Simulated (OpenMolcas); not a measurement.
# triplet Si2H5OF: levels of theory compared

Aim: a comparison of 6 runs (UHF/3-21G, UHF/6-31G*, UB3LYP/6-31G*, UM06-2X/6-31G*, UTPSS/6-31G*, ROMP2/6-31G*) of triplet Si2H5OF. 

The calculation is run with OpenMolcas 26.06.

2 further runs of the same task are left out: 2 set aside as unsound or not needed.

### 1 Starting point

The species is Si2H5OF (9 atoms), meant as a triplet with charge 0. As SMILES of the parent species, `O[SiH](F)[SiH3]`. The coordinates come from a PBE0-D4/def2-TZVP relaxation. This is one conformer, not always the lowest. That shape belongs to the parent species and isn't relaxed for this state.

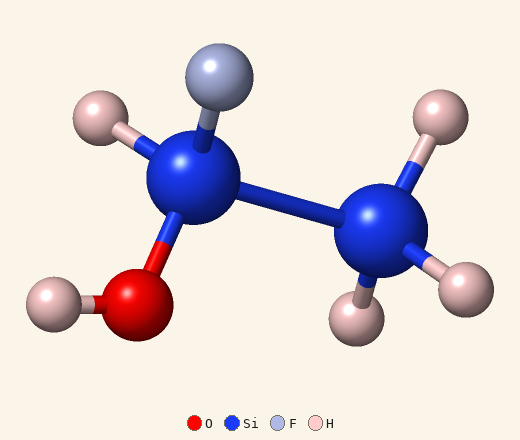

The structure, seen from a chosen angle (oxygen red, silicon blue, fluorine light blue, hydrogen pink).

### 2 The energy at UHF/3-21G (run 1)

test.inp

```
>>> EXPORT MOLCAS_PRINT=2

&GATEWAY
  BasLib = $CurrDir
  Coord
  9
  angstrom
  O       -0.392500      -0.610800       1.768100
  Si      -0.831500      -0.160600       0.257700
  F       -1.775600       1.133800       0.319400
  Si       1.135000       0.371100      -0.891700
  H       -1.050500      -1.005600       2.343000
  H       -1.664600      -1.215400      -0.380600
  H        0.798700       0.860600      -2.255200
  H        1.981700      -0.845200      -1.013900
  H        1.887800       1.425600      -0.163800
  Basis = 3-21G
  Group = NoSym

&SEWARD

&SCF
  UHF
  Spin = 3
  Thresholds = 1e-10 1e-07 1e-07 1e-05
  PrOrbitals = 1 2
```

The basis set 3-21G is read from a file made from the Basis Set Exchange's data (not shown).

On the command line:

```sh
$ export MOLCAS_MEM=1860
$ pymolcas test.inp > test.log
```

Log:

```text
--- Start Module: gateway ---
[...]
--- Stop Module: gateway /rc=_RC_ALL_IS_WELL_ ---
--- Start Module: seward ---
[...]
      Basis functions           54
--- Stop Module: seward /rc=_RC_ALL_IS_WELL_ ---
[...]
--- Start Module: scf ---
[...]
       Convergence after  38 Iterations
[...]
::    Total SCF energy                               -750.8475137196
[...]
      Total spin, S                                     1.0032124003
[...]
      Total electronic charge=   50.000000
      Total            charge=   -0.000000
[...]
      Dipole Moment (debye):
      Origin of the operator (angstrom)=   -0.3079    0.1758    0.1576
                   X= -1.1093E+00               Y= -2.0583E+00               Z=  4.4864E-01           Total=  2.3809E+00
      Quadrupole Moment (debye*angstrom):
[...]
--- Stop Module: scf /rc=_RC_ALL_IS_WELL_ ---
[...]
```

Wall time 5.7 s (1 thread of Intel Xeon Platinum 8259CL at 2.50GHz (Skylake/Cascade Lake), shared host); peak memory 0.39 GiB.

### 3 A single-point energy at UHF/6-31G(d) (spherical functions) (run 2)

coord.xyz

```xyz
9

O     -0.392500    -0.610800     1.768100
Si    -0.831500    -0.160600     0.257700
F     -1.775600     1.133800     0.319400
Si     1.135000     0.371100    -0.891700
H     -1.050500    -1.005600     2.343000
H     -1.664600    -1.215400    -0.380600
H      0.798700     0.860600    -2.255200
H      1.981700    -0.845200    -1.013900
H      1.887800     1.425600    -0.163800
```

run.inp

```
>>> EXPORT MOLCAS_PRINT=2

&GATEWAY
 BasLib=$CurrDir
 Coord=coord.xyz
 Basis=6-31Gs
 Group=NoSym

&SEWARD

&SCF
 UHF
 Spin=3
 Thresholds=1e-10 1e-07 1e-07 1e-05
 PrOrbitals=1 2
```

The basis set 6-31G* is read from a file made from the Basis Set Exchange's data (not shown).

On the command line:

```sh
$ export MOLCAS_MEM=1860
$ pymolcas run.inp > run.log
```

Log:

```text
--- Start Module: gateway ---
[...]
--- Stop Module: gateway /rc=_RC_ALL_IS_WELL_ ---
--- Start Module: seward ---
[...]
      Basis functions           74
--- Stop Module: seward /rc=_RC_ALL_IS_WELL_ ---
[...]
--- Start Module: scf ---
[...]
       Convergence after  34 Iterations
[...]
::    Total SCF energy                               -754.8803864743
[...]
      Total spin, S                                     1.0033530135
[...]
      Total electronic charge=   50.000000
      Total            charge=   -0.000000
[...]
      Dipole Moment (debye):
      Origin of the operator (angstrom)=   -0.3079    0.1758    0.1576
                   X= -3.4285E-01               Y= -1.7602E+00               Z=  3.1302E-01           Total=  1.8204E+00
      Quadrupole Moment (debye*angstrom):
[...]
--- Stop Module: scf /rc=_RC_ALL_IS_WELL_ ---
[...]
```

Wall time 11 s (1 thread of Intel Xeon Platinum 8259CL at 2.50GHz (Skylake/Cascade Lake), shared host); peak memory 0.43 GiB.

Runs 3 to 5 aren't shown in full; the table further down has their settings and results.

### 4 A single-point energy at ROMP2/6-31G(d) (spherical functions) (run 6)

calc.inp

```
* FH5OSi2 ROMP2
&GATEWAY
BasLib
$CurrDir
Coord
9
angstrom
O       -0.392500      -0.610800       1.768100
Si      -0.831500      -0.160600       0.257700
F       -1.775600       1.133800       0.319400
Si       1.135000       0.371100      -0.891700
H       -1.050500      -1.005600       2.343000
H       -1.664600      -1.215400      -0.380600
H        0.798700       0.860600      -2.255200
H        1.981700      -0.845200      -1.013900
H        1.887800       1.425600      -0.163800
Basis
6-31Gs
Group
NoSym
&SEWARD
&SCF
UHF
Spin
3
Thresholds
1e-10 1e-07 1e-07 1e-05
PrOrbitals
1 1
&RASSCF
FileOrb
$Project.UnaOrb
Spin
3
Nactel
2 0 0
Inactive
24
Ras2
2
OutOrbitals
Canonical
OrbListing
Few
&CASPT2
IPEA
0.0
Frozen
12
```

The basis set 6-31G* is read from a file made from the Basis Set Exchange's data (not shown).

On the command line:

```sh
$ export MOLCAS_MEM=1860
$ pymolcas calc.inp > calc.log
```

Log:

```text
--- Start Module: gateway ---
[...]
--- Stop Module: gateway /rc=_RC_ALL_IS_WELL_ ---
[...]
      Basis functions           74
[...]
       Convergence after  34 Iterations
[...]
::    Total SCF energy                               -754.8803864743
[...]
      Total spin, S                                     1.0033530135
[...]
--- Start Module: rasscf ---
[...]
      Number of active orbitals                  2
[...]
      Spin quantum number                      1.0
[...]
      Active orbitals                            2
[...]
      Number of CSFs                             1
[...]
      Number of root(s) required                 1
[...]
      Convergence after 24 iterations
[...]
      printout of CI-coefficients larger than  0.05 for root  1
      energy=    -754.877639
      conf/sym  11     Coeff  Weight
             1  uu   1.00000 1.00000
      Natural orbitals and occupation numbers for root  1
      sym 1:   1.000000   1.000000
      ************************************************************************************************************************
      *                                                    Final results                                                     *
[...]
::    RASSCF root number  1 Total energy:   -754.87763877
[...]
      Total electronic charge=   50.000000
      Total            charge=   -0.000000
[...]
      Dipole Moment (debye):
      Origin of the operator (angstrom)=   -0.3079    0.1758    0.1576
                   X= -2.9338E-01               Y= -1.7625E+00               Z=  2.6234E-01           Total=  1.8059E+00
      Quadrupole Moment (debye*angstrom):
[...]
--- Stop Module: rasscf /rc=_RC_ALL_IS_WELL_ ---
[...]
--- Start Module: caspt2 ---
[...]
 ###    WARNING: User changed nr of frozen orbitals.                         ###
 ###############################################################################
[...]
      E2 (Variational):          -0.5123026728
      Total energy:            -755.3899414423
[...]
      Reference weight:           0.85580
[...]
::    CASPT2 Root  1     Total energy:   -755.38994144
[...]
--- Stop Module: caspt2 /rc=_RC_ALL_IS_WELL_ ---
[...]
```

Wall time 18 s (1 thread of Intel Xeon Platinum 8259CL at 2.50GHz (Skylake/Cascade Lake), shared host); peak memory 0.43 GiB.

### 5 All runs side by side

| run | level | integration grid | frozen core orbitals | energy (Eh) | dipole moment (D) | HOMO energy (eV) | ⟨S²⟩ | wall time |
| --- | --- | --- | --- | --- | --- | --- | --- | --- |
| 1 | UHF/3-21G | – | – | -750.847514 | 2.38 | -3.25 | 2.010 | 5.7 s |
| 2 | UHF/6-31G* (spherical functions) | – | – | -754.880386 | 1.82 | -3.68 | 2.010 | 11 s |
| 3 | UB3LYP/6-31G* (spherical functions) | UltraFine | – | -756.904993 | 1.51 | -1.82 | 2.003 | 79 s |
| 4 | UM06-2X/6-31G* (spherical functions) | UltraFine | – | -756.735910 | 1.67 | -2.74 | 2.005 | 2.3 min |
| 5 | UTPSS/6-31G* (spherical functions) | UltraFine | – | -756.934400 | 1.38 | -1.36 | 2.003 | 1.9 min |
| 6 | ROMP2/6-31G* (spherical functions) | – | 12 | -755.389941 | – | – | – | 18 s |

### 6 Summary of results

```
           quantity          value
run 6: total energy  -755.38994 Eh
```

In words: Over runs 1, 2, 3, 4, 5 the dipole moment (its size) runs from 1.38 D (UTPSS/6-31G*) to 2.38 D (UHF/3-21G). The two ends differ in method and basis. Totals of different functionals can't be ranked against each other. All runs together took 6.1 min, the longest 2.3 min.
